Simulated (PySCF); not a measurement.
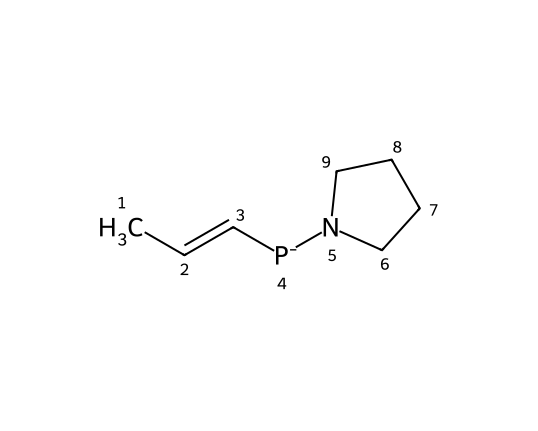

A structural formula, with wedges where it has stereocentres; small numbers name the atoms. The configuration is that of a computed structure (PBE0-D3(BJ)/def2-SVP).

Assign CIP descriptors.

C2=C3: E.
